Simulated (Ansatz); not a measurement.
## Nudged elastic band, with input and output: CH$_{7}$BrGe (part 1 of 2)

System: CH$_{7}$BrGe.
Method: RKS BLYP-D4/def2-SVP (Ansatz 0.2.0).

It belongs to a series of runs on one base structure; here: band between the two ends. Figures and captions count atoms from 1; the log counts them from 0 in places.

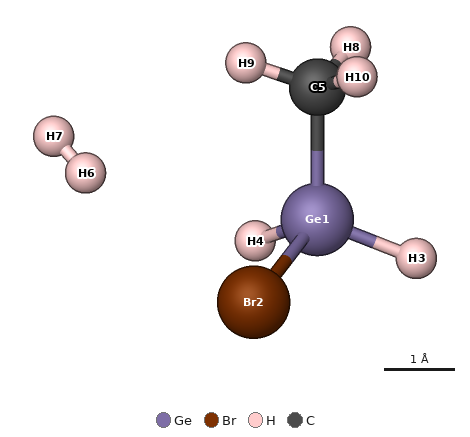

**Figure 1.** The structure as given in the input (ball-and-stick view, seen at a tilt; atoms are numbered from 1 in the order of the input). Sticks mark near contacts. Bond lengths as drawn: Br–Ge 2.37 Å, C–Ge 1.97 Å, C–H 1.11 Å, Ge–H 1.55 Å and H–H 0.77 Å.

## The input
```yaml
crystal:
  periodic: [false, false, false]
  atoms:
    - { symbol: Ge, position_ang: [-0.349844, -0.97432, -0.655262] }
    - { symbol: Br, position_ang: [1.990466, -1.334617, -0.616897] }
    - { symbol: H, position_ang: [-0.864747, -1.595228, -1.983229] }
    - { symbol: H, position_ang: [-0.934148, -1.732685, 0.567696] }
    - { symbol: C, position_ang: [-0.66178, 0.971185, -0.561716] }
    - { symbol: H, position_ang: [1.635346, 0.141035, 2.136458] }
    - { symbol: H, position_ang: [1.350204, 0.509904, 2.746322] }
    - { symbol: H, position_ang: [-1.748879, 1.176253, -0.631966] }
    - { symbol: H, position_ang: [-0.275756, 1.364947, 0.396817] }
    - { symbol: H, position_ang: [-0.140863, 1.473726, -1.398322] }
basis:
  gaussian: { orbitals: def2-SVP }
hamiltonian:
  xc: blyp
  dispersion: d4
neb:
  order_check: false
  images: 9
  f_tol: 0.03
  max_iterations: 60
  final_atoms:
    - { symbol: Ge, position_ang: [-0.70011065, -0.82696421, 0.26695261] }
    - { symbol: Br, position_ang: [3.28575464, 0.13158152, -0.13987843] }
    - { symbol: H, position_ang: [-0.46863742, -1.87255709, -0.85912163] }
    - { symbol: H, position_ang: [-2.02949961, -1.14916485, 1.00647437] }
    - { symbol: C, position_ang: [-0.69087442, 1.01693217, -0.45327556] }
    - { symbol: H, position_ang: [2.20459029, -0.41878209, 0.65149623] }
    - { symbol: H, position_ang: [0.46450554, -0.99013243, 1.29992629] }
    - { symbol: H, position_ang: [-1.46948745, 1.12380577, -1.23418633] }
    - { symbol: H, position_ang: [-0.89554081, 1.74446316, 0.35693081] }
    - { symbol: H, position_ang: [0.29929889, 1.24101807, -0.89541738] }
  initial_path:
    images:
      - { positions_ang: [[-0.349844, -0.97432, -0.655262], [1.990466, -1.334617, -0.616897], [-0.864747, -1.595228, -1.983229], [-0.934148, -1.732685, 0.567696], [-0.66178, 0.971185, -0.561716], [1.635346, 0.141035, 2.136458], [1.350204, 0.509904, 2.746322], [-1.748879, 1.176253, -0.631966], [-0.275756, 1.364947, 0.396817], [-0.140863, 1.473726, -1.398322]] }
      - { positions_ang: [[-0.33922814, -0.93631172, -0.54516509], [2.08033359, -1.33015446, -0.56847174], [-0.82740328, -1.59306709, -1.86229094], [-0.90542137, -1.70856535, 0.66764058], [-0.67079306, 1.00322807, -0.52885449], [1.63588089, 0.05468617, 1.93806461], [1.22917053, 0.4042512, 2.48091515], [-1.67639296, 1.18535877, -0.75359911], [-0.45383926, 1.40519698, 0.4145468], [-0.07230794, 1.51557744, -1.24288478]] }
      - { positions_ang: [[-0.32861229, -0.89830344, -0.43506817], [2.17020119, -1.32569192, -0.52004648], [-0.79005956, -1.59090619, -1.74135288], [-0.87669473, -1.6844457, 0.76758516], [-0.67980612, 1.03527114, -0.49599297], [1.63641577, -0.03166265, 1.73967123], [1.10813705, 0.29859839, 2.2155083], [-1.60390692, 1.19446454, -0.87523221], [-0.63192251, 1.44544696, 0.43227659], [-0.00375288, 1.55742887, -1.08744756]] }
      - { positions_ang: [[-0.31799643, -0.86029516, -0.32497126], [2.26006878, -1.32122938, -0.47162122], [-0.75271584, -1.58874528, -1.62041483], [-0.8479681, -1.66032604, 0.86752974], [-0.68881918, 1.0673142, -0.46313146], [1.63695066, -0.11801148, 1.54127784], [0.98710358, 0.19294559, 1.95010145], [-1.53142088, 1.20357031, -0.99686532], [-0.81000577, 1.48569694, 0.45000639], [0.06480218, 1.59928031, -0.93201034]] }
      - { positions_ang: [[-0.30738057, -0.82228688, -0.21487435], [2.34993638, -1.31676684, -0.42319597], [-0.71537212, -1.58658437, -1.49947677], [-0.81924146, -1.63620639, 0.96747432], [-0.69783224, 1.09935727, -0.43026994], [1.63748555, -0.20436031, 1.34288446], [0.8660701, 0.08729278, 1.6846946], [-1.45893485, 1.21267608, -1.11849842], [-0.98808903, 1.52594692, 0.46773618], [0.13335725, 1.64113175, -0.77657311]] }
      - { positions_ang: [[-0.29676472, -0.78427861, -0.10477744], [2.43980397, -1.3123043, -0.37477071], [-0.6780284, -1.58442347, -1.37853871], [-0.79051483, -1.61208674, 1.0674189], [-0.70684531, 1.13140034, -0.39740843], [1.63802043, -0.29070914, 1.14449107], [0.74503663, -0.01836002, 1.41928775], [-1.38644881, 1.22178185, -1.24013153], [-1.16617228, 1.5661969, 0.48546598], [0.20191231, 1.68298318, -0.62113589]] }
      - { positions_ang: [[-0.37743391, -0.79281573, -0.03043143], [2.60899411, -1.02352714, -0.32779225], [-0.63615021, -1.64205019, -1.27465529], [-1.03831178, -1.51950236, 1.05523], [-0.70365113, 1.10850671, -0.40858185], [1.7513344, -0.31632373, 1.04589211], [0.68893041, -0.21271451, 1.39541546], [-1.40305653, 1.20218664, -1.23894249], [-1.11204599, 1.60185015, 0.45975894], [0.22138962, 1.59459016, -0.67599219]] }
      - { positions_ang: [[-0.45810309, -0.80135285, 0.04391458], [2.77818424, -0.73474997, -0.2808138], [-0.59427201, -1.69967692, -1.17077188], [-1.28610874, -1.42691798, 1.04304109], [-0.70045695, 1.08561307, -0.41975528], [1.86464838, -0.34193832, 0.94729314], [0.63282419, -0.40706899, 1.37154317], [-1.41966426, 1.18259142, -1.23775345], [-1.05791969, 1.6375034, 0.43405191], [0.24086694, 1.50619714, -0.73084849]] }
      - { positions_ang: [[-0.53877228, -0.80988997, 0.11826059], [2.94737437, -0.44597281, -0.23383534], [-0.55239381, -1.75730364, -1.06688846], [-1.5339057, -1.33433361, 1.03085218], [-0.69726277, 1.06271944, -0.43092871], [1.97796235, -0.36755291, 0.84869417], [0.57671798, -0.60142347, 1.34767088], [-1.43627199, 1.1629962, -1.23656441], [-1.0037934, 1.67315665, 0.40834488], [0.26034426, 1.41780411, -0.78570478]] }
      - { positions_ang: [[-0.61944147, -0.81842709, 0.1926066], [3.11656451, -0.15719564, -0.18685689], [-0.51051562, -1.81493037, -0.96300504], [-1.78170265, -1.24174923, 1.01866328], [-0.69406859, 1.0398258, -0.44210213], [2.09127632, -0.3931675, 0.7500952], [0.52061176, -0.79577795, 1.32379858], [-1.45287972, 1.14340098, -1.23537537], [-0.94966711, 1.70880991, 0.38263784], [0.27982157, 1.32941109, -0.84056108]] }
      - { positions_ang: [[-0.70011065, -0.82696421, 0.26695261], [3.28575464, 0.13158152, -0.13987843], [-0.46863742, -1.87255709, -0.85912163], [-2.02949961, -1.14916485, 1.00647437], [-0.69087442, 1.01693217, -0.45327556], [2.20459029, -0.41878209, 0.65149623], [0.46450554, -0.99013243, 1.29992629], [-1.46948745, 1.12380577, -1.23418633], [-0.89554081, 1.74446316, 0.35693081], [0.29929889, 1.24101807, -0.89541738]] }
```

Hardware: 2 threads of Arm Neoverse V1, 24 GiB of memory available, shared host.

Run as:
```bash
ansatz run input.yaml --threads 2 --pin off --max-ram 3072MiB --backend cpu --events-out ev --progress --plain --runs-dir out
```

## Log
```
Engine: ansatz 0.2.0, aarch64-unknown-linux-gnu
Functional definition: BLYP
  parameter beta = 0.0042
  parameter a = 0.04918
  parameter b = 0.132
  parameter c = 0.2533
  parameter d = 0.349
  exchange = b88_x(beta = beta)
  correlation = lyp_c(a = a, b = b, c = c, d = d)
1260 factors; their error is unknown
mean field evaluation 1: about -127692.9072 eV, gradient 5.9e1 eV
mean field evaluation 2: about -127680.1362 eV, gradient 8.4e1 eV
mean field evaluation 4: about -127700.7382 eV, gradient 4.5e0 eV
mean field evaluation 8: about -127700.7791 eV, gradient 3.3e-1 eV
mean field evaluation 16: about -127700.6822 eV, gradient 1.1e-4 eV
mean field -127700.68221824 eV, -4692.9135128891 hartree, gradient 3.4e-5 eV, S^2 0.000000; 0 other end points of the search recorded, 0 dependent functions left out
the calculation of the forces begins
reference -127700.68257932 eV, -4692.9135261586 hartree; 40, 40 occupied and 73, 73 virtual orbitals, 1260 factors
1260 factors; their error is unknown
mean field evaluation 32: about -127700.1291 eV, gradient 1.1e-3 eV
mean field -127700.12914056 eV, -4692.8931876591 hartree, gradient 4.0e-5 eV, S^2 0.000000; 0 other end points of the search recorded, 0 dependent functions left out
[... from here on the field's lines of each further geometry are left out, up to the last ...]
NEB iter   1: max|band force component| = 3.737e0 eV/Å  barrier→ = 2.5730 eV  barrier← = 1.9850 eV  Δτ_max = 0.2000 Å  (290 SCF iters)
NEB iter   2: max|band force component| = 9.706e-1 eV/Å  barrier→ = 2.2195 eV  barrier← = 1.6314 eV  Δτ_max = 0.2000 Å  (258 SCF iters)
NEB iter   3: max|band force component| = 6.456e-1 eV/Å  barrier→ = 2.0645 eV  barrier← = 1.4765 eV  Δτ_max = 0.1637 Å  (255 SCF iters)
NEB iter   4: max|band force component| = 7.770e-1 eV/Å  barrier→ = 2.0053 eV  barrier← = 1.4172 eV  CI = image 6  Δτ_max = 0.1268 Å  (249 SCF iters)
NEB iter   5: max|band force component| = 4.351e-1 eV/Å  barrier→ = 2.0785 eV  barrier← = 1.4904 eV  CI = image 6  Δτ_max = 0.0752 Å  (254 SCF iters)
NEB iter   6: max|band force component| = 2.539e-1 eV/Å  barrier→ = 2.0730 eV  barrier← = 1.4849 eV  CI = image 6  Δτ_max = 0.1326 Å  (254 SCF iters)
NEB iter   7: max|band force component| = 2.423e-1 eV/Å  barrier→ = 2.0599 eV  barrier← = 1.4719 eV  CI = image 6  Δτ_max = 0.1469 Å  (253 SCF iters)
NEB iter   8: max|band force component| = 3.185e-1 eV/Å  barrier→ = 2.0517 eV  barrier← = 1.4637 eV  CI = image 6  Δτ_max = 0.0736 Å  (250 SCF iters)
NEB iter   9: max|band force component| = 2.724e-1 eV/Å  barrier→ = 2.0494 eV  barrier← = 1.4613 eV  CI = image 6  Δτ_max = 0.0595 Å  (252 SCF iters)
NEB iter  10: max|band force component| = 1.323e-1 eV/Å  barrier→ = 2.0478 eV  barrier← = 1.4597 eV  CI = image 6  Δτ_max = 0.0434 Å  (251 SCF iters)
NEB iter  11: max|band force component| = 1.006e-1 eV/Å  barrier→ = 2.0471 eV  barrier← = 1.4590 eV  CI = image 6  Δτ_max = 0.0269 Å  (259 SCF iters)
NEB iter  12: max|band force component| = 5.654e-2 eV/Å  barrier→ = 2.0467 eV  barrier← = 1.4586 eV  CI = image 6  Δτ_max = 0.0321 Å  (255 SCF iters)
NEB iter  13: max|band force component| = 2.436e-2 eV/Å  barrier→ = 2.0464 eV  barrier← = 1.4583 eV  CI = image 6  Δτ_max = 0.0142 Å  (468 SCF iters)
NEB iter  14: max|band force component| = 4.676e-2 eV/Å  barrier→ = 2.0461 eV  barrier← = 1.4581 eV  CI = image 6  Δτ_max = 0.0310 Å  (30 SCF iters)
NEB iter  15: max|band force component| = 2.866e-2 eV/Å  barrier→ = 2.0459 eV  barrier← = 1.4578 eV  CI = image 6  Δτ_max = 0.0261 Å  (232 SCF iters)
NEB iter  16: max|band force component| = 9.631e-2 eV/Å  barrier→ = 2.0455 eV  barrier← = 1.4574 eV  CI = image 6  Δτ_max = 0.0729 Å  (30 SCF iters)
NEB iter  17: max|band force component| = 4.433e-2 eV/Å  barrier→ = 2.0450 eV  barrier← = 1.4569 eV  CI = image 6  Δτ_max = 0.0804 Å  (249 SCF iters)
NEB iter  18: max|band force component| = 4.443e-2 eV/Å  barrier→ = 2.0443 eV  barrier← = 1.4562 eV  CI = image 6  Δτ_max = 0.0403 Å  (248 SCF iters)
NEB iter  19: max|band force component| = 5.112e-2 eV/Å  barrier→ = 2.0435 eV  barrier← = 1.4554 eV  CI = image 6  Δτ_max = 0.0202 Å  (252 SCF iters)
NEB iter  20: max|band force component| = 4.683e-2 eV/Å  barrier→ = 2.0430 eV  barrier← = 1.4550 eV  CI = image 6  Δτ_max = 0.0202 Å  (258 SCF iters)
NEB iter  21: max|band force component| = 3.257e-2 eV/Å  barrier→ = 2.0425 eV  barrier← = 1.4545 eV  CI = image 6  Δτ_max = 0.0202 Å  (259 SCF iters)
NEB iter  22: max|band force component| = 3.058e-2 eV/Å  barrier→ = 2.0420 eV  barrier← = 1.4540 eV  CI = image 6  Δτ_max = 0.0202 Å  (258 SCF iters)
NEB iter  23: max|band force component| = 3.083e-2 eV/Å  barrier→ = 2.0415 eV  barrier← = 1.4534 eV  CI = image 6  Δτ_max = 0.0202 Å  (245 SCF iters)
NEB iter  24: max|band force component| = 3.083e-2 eV/Å  barrier→ = 2.0409 eV  barrier← = 1.4529 eV  CI = image 6  Δτ_max = 0.0202 Å  (251 SCF iters)
NEB iter  25: max|band force component| = 3.319e-2 eV/Å  barrier→ = 2.0403 eV  barrier← = 1.4523 eV  CI = image 6  Δτ_max = 0.0202 Å  (251 SCF iters)
NEB iter  26: max|band force component| = 3.426e-2 eV/Å  barrier→ = 2.0397 eV  barrier← = 1.4517 eV  CI = image 6  Δτ_max = 0.0202 Å  (250 SCF iters)
NEB iter  27: max|band force component| = 3.356e-2 eV/Å  barrier→ = 2.0391 eV  barrier← = 1.4510 eV  CI = image 6  Δτ_max = 0.0404 Å  (254 SCF iters)
NEB iter  28: max|band force component| = 3.589e-2 eV/Å  barrier→ = 2.0377 eV  barrier← = 1.4497 eV  CI = image 6  Δτ_max = 0.0265 Å  (250 SCF iters)
NEB iter  29: max|band force component| = 3.183e-2 eV/Å  barrier→ = 2.0371 eV  barrier← = 1.4491 eV  CI = image 6  Δτ_max = 0.0219 Å  (235 SCF iters)
NEB iter  30: max|band force component| = 3.983e-2 eV/Å  barrier→ = 2.0364 eV  barrier← = 1.4484 eV  CI = image 6  Δτ_max = 0.0110 Å  (236 SCF iters)
NEB iter  31: max|band force component| = 4.407e-2 eV/Å  barrier→ = 2.0360 eV  barrier← = 1.4480 eV  CI = image 6  Δτ_max = 0.0055 Å  (242 SCF iters)
NEB iter  32: max|band force component| = 4.282e-2 eV/Å  barrier→ = 2.0358 eV  barrier← = 1.4478 eV  CI = image 6  Δτ_max = 0.0027 Å  (191 SCF iters)
NEB iter  33: max|band force component| = 3.677e-2 eV/Å  barrier→ = 2.0357 eV  barrier← = 1.4476 eV  CI = image 6  Δτ_max = 0.0027 Å  (195 SCF iters)
NEB iter  34: max|band force component| = 3.224e-2 eV/Å  barrier→ = 2.0356 eV  barrier← = 1.4475 eV  CI = image 6  Δτ_max = 0.0027 Å  (192 SCF iters)
NEB iter  35: max|band force component| = 3.198e-2 eV/Å  barrier→ = 2.0355 eV  barrier← = 1.4474 eV  CI = image 6  Δτ_max = 0.0055 Å  (192 SCF iters)
NEB iter  36: max|band force component| = 3.137e-2 eV/Å  barrier→ = 2.0353 eV  barrier← = 1.4472 eV  CI = image 6  Δτ_max = 0.0110 Å  (193 SCF iters)
NEB iter  37: max|band force component| = 3.024e-2 eV/Å  barrier→ = 2.0348 eV  barrier← = 1.4468 eV  CI = image 6  Δτ_max = 0.0219 Å  (252 SCF iters)
the calculation of the forces begins
reference -127700.10623399 eV, -4692.8923458583 hartree; 40, 40 occupied and 73, 73 virtual orbitals, 1260 factors
1260 factors; their error is unknown
mean field evaluation 2656: about -127698.6911 eV, gradient 1.3e-1 eV
mean field -127698.59434212 eV, -4692.8367848570 hartree, gradient 1.8e-5 eV, S^2 0.000000; 1 other end points of the search recorded, 0 dependent functions left out
the calculation of the forces begins
reference -127698.59469835 eV, -4692.8367979480 hartree; 40, 40 occupied and 73, 73 virtual orbitals, 1260 factors
NEB iter  38: max|band force component| = 2.866e-2 eV/Å  barrier→ = 2.0339 eV  barrier← = 1.4459 eV  CI = image 6  Δτ_max = 0.0000 Å  (499 SCF iters)
```
